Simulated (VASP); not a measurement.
Band structure of K (bcc). All values below come from PBE GGA with D4 dispersion, VASP's PBE PAW potentials (set 64) (plane waves; VASP).

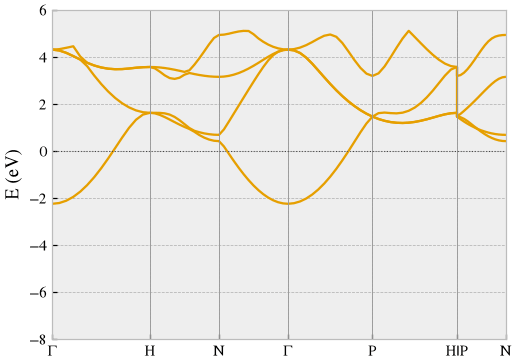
Bands along high-symmetry lines, zero at the valence-band maximum or, without a gap, the Fermi level

**Question.** Read the plot: is there a gap, and where are the band edges?

**Answer.** It has no gap at this level: it comes out as a metal or semimetal. (Edges off the drawn lines would not show.)

The compound is K in the bcc structure. It was relaxed first.
